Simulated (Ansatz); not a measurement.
# GeNH2 (quartet): wB97M-V, B2PLYP over vertical spin and charge gaps, def2-QZVPP

Aim: run GeNH2 (quartet) with these functionals over vertical spin and charge gaps, and hold them against the top wave-function level at the same points.

Computed with Ansatz 0.2.0, Gaussian basis. Level: def2-QZVPP, all electrons in the functionals, frozen cores in the correlation of double hybrids and RPA.

To be run: wB97M-V, B2PLYP, at charge 0, quartet; charge 0, doublet; charge 0, sextet; charge 1, triplet; charge 1, quintet.

10 further runs of the same task are left out: 10 set aside as unsound or not needed.

## Step 1: What is computed

The geometry is a PBE0/def2-TZVP stationary point (not a proven minimum). No spin-orbit coupling is included. The filled d shell of Ge may be among the frozen orbitals whatever the setting's name suggests; the logs give the count.

4 atoms, charge 0, spin multiplicity 4.

Atoms are counted from 1 here; the program's logs count them from 0.

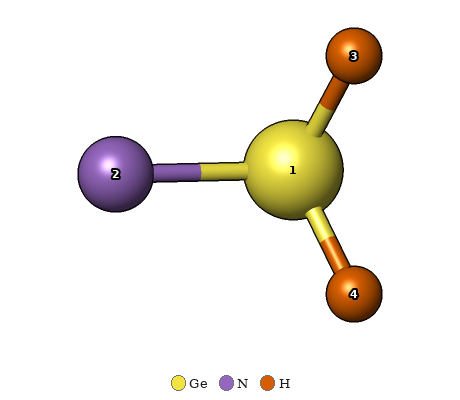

The geometry (germanium yellow, nitrogen purple, hydrogen orange); atoms are numbered from 1 in the order of the file.

No dispersion term is added; wB97M-V holds VV10 nonlocal correlation.

The geometry shown and the zero of energy belong to the point charge 0, quartet. The yardstick, RCCSD(T), and other wave-function levels (R restricted, U unrestricted, valence and pair active spaces) come from earlier runs.

## Step 2: wB97M-V, charge 0, quartet

Input file in.yaml:

```yaml
crystal:
  periodic: [false, false, false]
  atoms:
    - {symbol: Ge, position_ang: [-0.034571, 0.000000, 0.295847]}
    - {symbol: N, position_ang: [0.072436, 0.000001, -1.645848]}
    - {symbol: H, position_ang: [0.742421, -1.258240, 0.775123]}
    - {symbol: H, position_ang: [0.742420, 1.258240, 0.775124]}
basis:
  gaussian: {orbitals: "def2-QZVPP.json"}
magnetization: {spin_polarized: true, initial_magnetization: 3}
hamiltonian: {xc: {name: wB97M-V}}
output: {orbitals: {seedname: orbitals}}
```

On the command line:

```sh
> ansatz run in.yaml --threads 2 --pin off --events-out ev --progress --plain --max-ram 24576MiB --backend cuda --devices 0, --max-vram 18GiB
```

Log, cut to the lines that bear on the results:

```text
Functional definition: wB97M-V
  name "wB97M-V"
  cite "Mardirossian & Head-Gordon, J. Chem. Phys. 144, 214110 (2016) doi:10.1063/1.4952647"
  cite "Becke, J. Chem. Phys. 107, 8554 (1997) doi:10.1063/1.475007"
  cite "Vydrov & Van Voorhis, J. Chem. Phys. 133, 244103 (2010) doi:10.1063/1.3521275"
  # Of w^i u^j: cxij and so on, Table III.
[...]
  gx(w, u) = 1 - cx + cx01*u + cx10*w
  gss(w, u) = css00 + css04*u^4 + css10*w + css20*w^2 + css43*w^4*u^3
  gos(w, u) = cos00 + cos10*w + (cos20 + cos21*u)*w^2 + (cos60 + cos61*u)*w^6
[...]
      + integral(e_c_pw_mod_opposite_spin*gos(b97_w_opposite, b97_u_opposite)) + vv10(b, c)
839 factors; their error is unknown
172 factors; integrals over basis functions are off by at most 1.1e-5 eV
[...]
mean field -58033.91333511 eV, -2132.7069782660 hartree, gradient 7.0e-5 eV, S^2 3.762319; 2 other end points of the search recorded, 0 dependent functions left out
reference -58033.91337983 eV, -2132.7069799093 hartree; 22, 19 occupied and 184, 187 virtual orbitals, 839 factors
Total energy: -58033.91337983 eV, -2132.7069799093 hartree
```

Run time: 4.7 s. Hardware: 1 × H100 (card shared with other runs) with 2 threads of AMD EPYC 7R13, shared host; peak host memory 0.9 GiB.

From the report: ⟨S²⟩ of the determinant 3.762 (pure quartet: 3.75).

## Step 3: wB97M-V, charge 0, doublet

Edit in.yaml of step 2 so:

```diff
@@ -9,3 +9,3 @@
   gaussian: {orbitals: "def2-QZVPP.json"}
-magnetization: {spin_polarized: true, initial_magnetization: 3}
+magnetization: {spin_polarized: true, initial_magnetization: 1}
 hamiltonian: {xc: {name: wB97M-V}}
```

Same command.

Log, cut to the lines that bear on the results:

```text
Functional definition: wB97M-V
  name "wB97M-V"
  cite "Mardirossian & Head-Gordon, J. Chem. Phys. 144, 214110 (2016) doi:10.1063/1.4952647"
  cite "Becke, J. Chem. Phys. 107, 8554 (1997) doi:10.1063/1.475007"
  cite "Vydrov & Van Voorhis, J. Chem. Phys. 133, 244103 (2010) doi:10.1063/1.3521275"
  # Of w^i u^j: cxij and so on, Table III.
[...]
  gx(w, u) = 1 - cx + cx01*u + cx10*w
  gss(w, u) = css00 + css04*u^4 + css10*w + css20*w^2 + css43*w^4*u^3
  gos(w, u) = cos00 + cos10*w + (cos20 + cos21*u)*w^2 + (cos60 + cos61*u)*w^6
[...]
      + integral(e_c_pw_mod_opposite_spin*gos(b97_w_opposite, b97_u_opposite)) + vv10(b, c)
839 factors; their error is unknown
172 factors; integrals over basis functions are off by at most 1.1e-5 eV
[...]
mean field -58034.43925048 eV, -2132.7263052994 hartree, gradient 3.4e-5 eV, S^2 1.422946; 1 other end points of the search recorded, 0 dependent functions left out
reference -58034.43929513 eV, -2132.7263069400 hartree; 21, 20 occupied and 185, 186 virtual orbitals, 839 factors
Total energy: -58034.43929513 eV, -2132.7263069400 hartree
```

It took 7.5 s on 1 × H100 (card shared with other runs) with 2 threads of AMD EPYC 7R13, shared host; peak host memory 0.91 GiB.

From the report: ⟨S²⟩ of the determinant 1.423 (pure doublet: 0.75). The determinant is far from a pure spin state, so its energy mixes those of several spin states (harmless only where they are near-degenerate, as at dissociation).

From charge 0, quartet: -50.7 kJ/mol.

## Step 4: wB97M-V, charge 0, sextet

Edit in.yaml of step 3 so:

```diff
@@ -9,3 +9,3 @@
   gaussian: {orbitals: "def2-QZVPP.json"}
-magnetization: {spin_polarized: true, initial_magnetization: 1}
+magnetization: {spin_polarized: true, initial_magnetization: 5}
 hamiltonian: {xc: {name: wB97M-V}}
```

Launched as before.

Log, cut to the lines that bear on the results:

```text
Functional definition: wB97M-V
  name "wB97M-V"
  cite "Mardirossian & Head-Gordon, J. Chem. Phys. 144, 214110 (2016) doi:10.1063/1.4952647"
  cite "Becke, J. Chem. Phys. 107, 8554 (1997) doi:10.1063/1.475007"
  cite "Vydrov & Van Voorhis, J. Chem. Phys. 133, 244103 (2010) doi:10.1063/1.3521275"
  # Of w^i u^j: cxij and so on, Table III.
[...]
  gx(w, u) = 1 - cx + cx01*u + cx10*w
  gss(w, u) = css00 + css04*u^4 + css10*w + css20*w^2 + css43*w^4*u^3
  gos(w, u) = cos00 + cos10*w + (cos20 + cos21*u)*w^2 + (cos60 + cos61*u)*w^6
[...]
      + integral(e_c_pw_mod_opposite_spin*gos(b97_w_opposite, b97_u_opposite)) + vv10(b, c)
839 factors; their error is unknown
172 factors; integrals over basis functions are off by at most 1.1e-5 eV
[...]
mean field -58027.82882487 eV, -2132.4833766391 hartree, gradient 4.5e-5 eV, S^2 8.756287; 0 other end points of the search recorded, 0 dependent functions left out
reference -58027.82886506 eV, -2132.4833781158 hartree; 23, 18 occupied and 183, 188 virtual orbitals, 839 factors
Total energy: -58027.82886506 eV, -2132.4833781158 hartree
```

Wall time 3.4 s (1 × H100 (card shared with other runs) with 2 threads of AMD EPYC 7R13, shared host); peak host memory 0.9 GiB.

From the report: ⟨S²⟩ of the determinant 8.756 (pure sextet: 8.75).

From charge 0, quartet: +587.1 kJ/mol.

## Step 5: wB97M-V, charge 1, triplet

Edit in.yaml of step 4 so:

```diff
@@ -9,3 +9,4 @@
   gaussian: {orbitals: "def2-QZVPP.json"}
-magnetization: {spin_polarized: true, initial_magnetization: 5}
+total_charge: 1
+magnetization: {spin_polarized: true, initial_magnetization: 2}
 hamiltonian: {xc: {name: wB97M-V}}
```

The command is unchanged.

Log, cut to the lines that bear on the results:

```text
Functional definition: wB97M-V
  name "wB97M-V"
  cite "Mardirossian & Head-Gordon, J. Chem. Phys. 144, 214110 (2016) doi:10.1063/1.4952647"
  cite "Becke, J. Chem. Phys. 107, 8554 (1997) doi:10.1063/1.475007"
  cite "Vydrov & Van Voorhis, J. Chem. Phys. 133, 244103 (2010) doi:10.1063/1.3521275"
  # Of w^i u^j: cxij and so on, Table III.
[...]
  gx(w, u) = 1 - cx + cx01*u + cx10*w
  gss(w, u) = css00 + css04*u^4 + css10*w + css20*w^2 + css43*w^4*u^3
  gos(w, u) = cos00 + cos10*w + (cos20 + cos21*u)*w^2 + (cos60 + cos61*u)*w^6
[...]
      + integral(e_c_pw_mod_opposite_spin*gos(b97_w_opposite, b97_u_opposite)) + vv10(b, c)
839 factors; their error is unknown
172 factors; integrals over basis functions are off by at most 1.1e-5 eV
[...]
mean field -58025.06122304 eV, -2132.3816691477 hartree, gradient 3.0e-5 eV, S^2 2.075110; 2 other end points of the search recorded, 0 dependent functions left out
reference -58025.06126955 eV, -2132.3816708569 hartree; 21, 19 occupied and 185, 187 virtual orbitals, 839 factors
Total energy: -58025.06126955 eV, -2132.3816708569 hartree
```

It took 6 s on 1 × H100 (card shared with other runs) with 2 threads of AMD EPYC 7R13, shared host; peak host memory 0.91 GiB.

From the report: ⟨S²⟩ of the determinant 2.075 (pure triplet: 2.00).

From charge 0, quartet: +854.1 kJ/mol.

## Step 6: wB97M-V, charge 1, quintet

Edit in.yaml of step 5 so:

```diff
@@ -10,3 +10,3 @@
 total_charge: 1
-magnetization: {spin_polarized: true, initial_magnetization: 2}
+magnetization: {spin_polarized: true, initial_magnetization: 4}
 hamiltonian: {xc: {name: wB97M-V}}
```

Same command.

Log, cut to the lines that bear on the results:

```text
Functional definition: wB97M-V
  name "wB97M-V"
  cite "Mardirossian & Head-Gordon, J. Chem. Phys. 144, 214110 (2016) doi:10.1063/1.4952647"
  cite "Becke, J. Chem. Phys. 107, 8554 (1997) doi:10.1063/1.475007"
  cite "Vydrov & Van Voorhis, J. Chem. Phys. 133, 244103 (2010) doi:10.1063/1.3521275"
  # Of w^i u^j: cxij and so on, Table III.
[...]
  gx(w, u) = 1 - cx + cx01*u + cx10*w
  gss(w, u) = css00 + css04*u^4 + css10*w + css20*w^2 + css43*w^4*u^3
  gos(w, u) = cos00 + cos10*w + (cos20 + cos21*u)*w^2 + (cos60 + cos61*u)*w^6
[...]
      + integral(e_c_pw_mod_opposite_spin*gos(b97_w_opposite, b97_u_opposite)) + vv10(b, c)
839 factors; their error is unknown
172 factors; integrals over basis functions are off by at most 1.1e-5 eV
[...]
mean field -58023.28705272 eV, -2132.3164695911 hartree, gradient 3.3e-5 eV, S^2 6.007961; 2 other end points of the search recorded, 0 dependent functions left out
reference -58023.28709801 eV, -2132.3164712554 hartree; 22, 18 occupied and 184, 188 virtual orbitals, 839 factors
Total energy: -58023.28709801 eV, -2132.3164712554 hartree
```

It took 7.5 s on 1 × H100 (card shared with other runs) with 2 threads of AMD EPYC 7R13, shared host; peak host memory 0.9 GiB.

From the report: ⟨S²⟩ of the determinant 6.008 (pure quintet: 6.00).

From charge 0, quartet: +1025.3 kJ/mol.

## Step 7: B2PLYP, charge 0, quartet

Edit in.yaml of step 6 so:

```diff
@@ -9,5 +9,4 @@
   gaussian: {orbitals: "def2-QZVPP.json"}
-total_charge: 1
-magnetization: {spin_polarized: true, initial_magnetization: 4}
-hamiltonian: {xc: {name: wB97M-V}}
-output: {orbitals: {seedname: orbitals}}
+magnetization: {spin_polarized: true, initial_magnetization: 3}
+hamiltonian: {xc: {name: B2PLYP}}
+correlation: {electrons: outside_noble_gas}
```

Same command.

Log, cut to the lines that bear on the results:

```text
Functional definition: B2PLYP
  name "B2PLYP"
  cite "Grimme, J. Chem. Phys. 124, 034108 (2006) doi:10.1063/1.2148954"
  cite "Becke, Phys. Rev. A 38, 3098 (1988) doi:10.1103/PhysRevA.38.3098"
  cite "Lee, Yang & Parr, Phys. Rev. B 37, 785 (1988) doi:10.1103/PhysRevB.37.785"
[...]
1313 factors; integrals over basis functions are off by at most 8.1e-4 eV
[...]
mean field -58023.25529062 eV, -2132.3153023551 hartree, gradient 7.7e-6 eV, S^2 3.766337; 0 other end points of the search recorded, 0 dependent functions left out
15 core orbitals not correlated: weight in the atoms' cores, before any rotation towards them, 0.998 or more for the frozen orbitals, at most 0.002 for the correlated occupied ones
reference -58023.25543916 eV, -2132.3153078139 hartree; 7, 4 occupied and 184, 187 virtual orbitals, 1313 factors
second order -8.09176382 eV of doubles, -0.00000000 eV of singles
Total energy: -58025.44021539 eV, -2132.3955968595 hartree
```

Wall time 3.9 s (1 × H100 (card shared with other runs) with 2 threads of AMD EPYC 7R13, shared host); peak host memory 1 GiB.

From the report: ⟨S²⟩ of the determinant 3.766 (pure quartet: 3.75).

## Step 8: B2PLYP, charge 0, doublet

Edit in.yaml of step 7 so:

```diff
@@ -9,3 +9,3 @@
   gaussian: {orbitals: "def2-QZVPP.json"}
-magnetization: {spin_polarized: true, initial_magnetization: 3}
+magnetization: {spin_polarized: true, initial_magnetization: 1}
 hamiltonian: {xc: {name: B2PLYP}}
```

The command is unchanged.

Log, cut to the lines that bear on the results:

```text
Functional definition: B2PLYP
  name "B2PLYP"
  cite "Grimme, J. Chem. Phys. 124, 034108 (2006) doi:10.1063/1.2148954"
  cite "Becke, Phys. Rev. A 38, 3098 (1988) doi:10.1103/PhysRevA.38.3098"
  cite "Lee, Yang & Parr, Phys. Rev. B 37, 785 (1988) doi:10.1103/PhysRevB.37.785"
[...]
1313 factors; integrals over basis functions are off by at most 8.1e-4 eV
[...]
mean field -58023.65372813 eV, -2132.3299446635 hartree, gradient 2.4e-6 eV, S^2 1.555586; 8 other end points of the search recorded, 0 dependent functions left out
15 core orbitals not correlated: weight in the atoms' cores, before any rotation towards them, 0.998 or more for the frozen orbitals, at most 0.002 for the correlated occupied ones
reference -58023.65387371 eV, -2132.3299500137 hartree; 6, 5 occupied and 185, 186 virtual orbitals, 1313 factors
second order -8.55999746 eV of doubles, -0.00000000 eV of singles
Total energy: -58025.96507302 eV, -2132.4148850219 hartree
```

Wall time 18 s (1 × H100 (card shared with other runs) with 2 threads of AMD EPYC 7R13, shared host); peak host memory 1 GiB.

From the report: ⟨S²⟩ of the determinant 1.556 (pure doublet: 0.75). The determinant is far from a pure spin state, so its energy mixes those of several spin states (harmless only where they are near-degenerate, as at dissociation).

From charge 0, quartet: -50.6 kJ/mol.

## Step 9: B2PLYP, charge 0, sextet

Edit in.yaml of step 8 so:

```diff
@@ -9,3 +9,3 @@
   gaussian: {orbitals: "def2-QZVPP.json"}
-magnetization: {spin_polarized: true, initial_magnetization: 1}
+magnetization: {spin_polarized: true, initial_magnetization: 5}
 hamiltonian: {xc: {name: B2PLYP}}
```

Same command.

Log, cut to the lines that bear on the results:

```text
Functional definition: B2PLYP
  name "B2PLYP"
  cite "Grimme, J. Chem. Phys. 124, 034108 (2006) doi:10.1063/1.2148954"
  cite "Becke, Phys. Rev. A 38, 3098 (1988) doi:10.1103/PhysRevA.38.3098"
  cite "Lee, Yang & Parr, Phys. Rev. B 37, 785 (1988) doi:10.1103/PhysRevB.37.785"
[...]
1313 factors; integrals over basis functions are off by at most 8.1e-4 eV
[...]
mean field -58017.35282175 eV, -2132.0983906252 hartree, gradient 7.6e-6 eV, S^2 8.759611; 0 other end points of the search recorded, 0 dependent functions left out
15 core orbitals not correlated: weight in the atoms' cores, before any rotation towards them, 0.994 or more for the frozen orbitals, at most 0.005 for the correlated occupied ones
reference -58017.35296169 eV, -2132.0983957679 hartree; 8, 3 occupied and 183, 188 virtual orbitals, 1313 factors
second order -7.23296645 eV of doubles, -0.00000000 eV of singles
Total energy: -58019.30586263 eV, -2132.1701635538 hartree
```

Run time: 4.5 s. Hardware: 1 × H100 (card shared with other runs) with 2 threads of AMD EPYC 7R13, shared host; peak host memory 1 GiB.

From the report: ⟨S²⟩ of the determinant 8.760 (pure sextet: 8.75).

From charge 0, quartet: +591.9 kJ/mol.

## Step 10: B2PLYP, charge 1, triplet

Edit in.yaml of step 9 so:

```diff
@@ -9,3 +9,4 @@
   gaussian: {orbitals: "def2-QZVPP.json"}
-magnetization: {spin_polarized: true, initial_magnetization: 5}
+total_charge: 1
+magnetization: {spin_polarized: true, initial_magnetization: 2}
 hamiltonian: {xc: {name: B2PLYP}}
```

Launched as before.

Log, cut to the lines that bear on the results:

```text
Functional definition: B2PLYP
  name "B2PLYP"
  cite "Grimme, J. Chem. Phys. 124, 034108 (2006) doi:10.1063/1.2148954"
  cite "Becke, Phys. Rev. A 38, 3098 (1988) doi:10.1103/PhysRevA.38.3098"
  cite "Lee, Yang & Parr, Phys. Rev. B 37, 785 (1988) doi:10.1103/PhysRevB.37.785"
[...]
1313 factors; integrals over basis functions are off by at most 8.1e-4 eV
[...]
mean field -58014.46144436 eV, -2131.9921344659 hartree, gradient 3.8e-6 eV, S^2 2.189392; 2 other end points of the search recorded, 0 dependent functions left out
15 core orbitals not correlated: weight in the atoms' cores, before any rotation towards them, 0.999 or more for the frozen orbitals, at most 0.002 for the correlated occupied ones
reference -58014.46158115 eV, -2131.9921394929 hartree; 6, 4 occupied and 185, 187 virtual orbitals, 1313 factors
second order -7.87575136 eV of doubles, -0.00000000 eV of singles
Total energy: -58016.58803402 eV, -2132.0702851944 hartree
```

Run time: 6.5 s. Hardware: 1 × H100 (card shared with other runs) with 2 threads of AMD EPYC 7R13, shared host; peak host memory 1 GiB.

From the report: ⟨S²⟩ of the determinant 2.189 (pure triplet: 2.00).

From charge 0, quartet: +854.1 kJ/mol.

## Step 11: B2PLYP, charge 1, quintet

Edit in.yaml of step 10 so:

```diff
@@ -10,3 +10,3 @@
 total_charge: 1
-magnetization: {spin_polarized: true, initial_magnetization: 2}
+magnetization: {spin_polarized: true, initial_magnetization: 4}
 hamiltonian: {xc: {name: B2PLYP}}
```

Launched as before.

Log, cut to the lines that bear on the results:

```text
Functional definition: B2PLYP
  name "B2PLYP"
  cite "Grimme, J. Chem. Phys. 124, 034108 (2006) doi:10.1063/1.2148954"
  cite "Becke, Phys. Rev. A 38, 3098 (1988) doi:10.1103/PhysRevA.38.3098"
  cite "Lee, Yang & Parr, Phys. Rev. B 37, 785 (1988) doi:10.1103/PhysRevB.37.785"
[...]
1313 factors; integrals over basis functions are off by at most 8.1e-4 eV
[...]
mean field -58013.06057613 eV, -2131.9406535079 hartree, gradient 6.1e-6 eV, S^2 6.013622; 2 other end points of the search recorded, 0 dependent functions left out
15 core orbitals not correlated: weight in the atoms' cores, before any rotation towards them, 0.995 or more for the frozen orbitals, at most 0.004 for the correlated occupied ones
reference -58013.06071676 eV, -2131.9406586760 hartree; 7, 3 occupied and 184, 188 virtual orbitals, 1313 factors
second order -6.40921845 eV of doubles, -0.00000000 eV of singles
Total energy: -58014.79120574 eV, -2132.0042529731 hartree
```

It took 7 s on 1 × H100 (card shared with other runs) with 2 threads of AMD EPYC 7R13, shared host; peak host memory 1 GiB.

From the report: ⟨S²⟩ of the determinant 6.014 (pure quintet: 6.00).

From charge 0, quartet: +1027.5 kJ/mol.

## Step 12: The comparison

No level is safe as a reference over these points; RCCSD(T) serves as a yardstick only. It comes from earlier runs at the same points. Energies in kJ/mol, counted from charge 0, quartet; blanks weren't run or aren't comparable.

| level | quartet to doublet | quartet to sextet | ionisation to the triplet cation | ionisation to the quintet cation |
| --- | --- | --- | --- | --- |
| RCCSD(T) | -65.1 | 573.4 | 844.6 | 1017.2 |
| wB97M-V | -50.7 | 587.1 | 854.1 | 1025.3 |
| B2PLYP | -50.6 | 591.9 | 854.1 | 1027.5 |

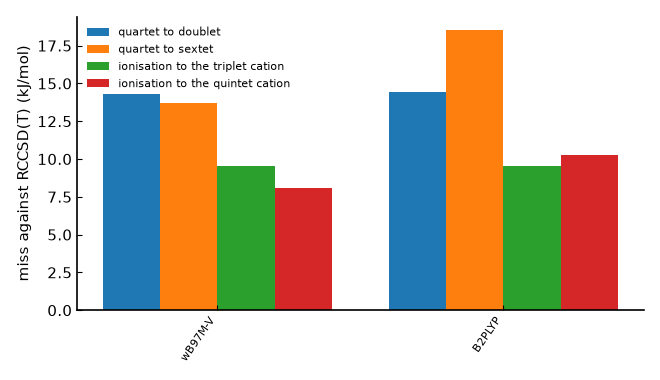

Misses of the gaps against RCCSD(T).

Largest miss and mean time a point (RCCSD(T) took 23 s a point; shared hosts):

| level | largest miss (kJ/mol) | where | time a point |
| --- | --- | --- | --- |
| wB97M-V | +14.3 | quartet to doublet | 5.8 s |
| B2PLYP | +18.5 | quartet to sextet | 8 s |

## Step 13: Summary of results

| quantity | value |
| --- | --- |
| quartet to doublet, RCCSD(T) | -65.1 kJ/mol |
| quartet to sextet, RCCSD(T) | 573.4 kJ/mol |
| ionisation to the triplet cation, RCCSD(T) | 844.6 kJ/mol |
| ionisation to the quintet cation, RCCSD(T) | 1017.2 kJ/mol |
| largest miss, wB97M-V | +14.3 kJ/mol (quartet to doublet) |
| largest miss, B2PLYP | +18.5 kJ/mol (quartet to sextet) |

In words: Of the functionals, wB97M-V keep the smallest largest miss at the points compared (at most 14.3 kJ/mol) and B2PLYP strays most (18.5 kJ/mol, at quartet to sextet). wB97M-V, B2PLYP clearly break the spin symmetry at some points (⟨S²⟩ up to 0.81 above the pure value), so energy there is bought with a mixed spin. Functionals and the yardstick converge differently with the basis, so part of each miss in def2-QZVPP is the basis. The yardstick itself may be off where one determinant is a poor start.
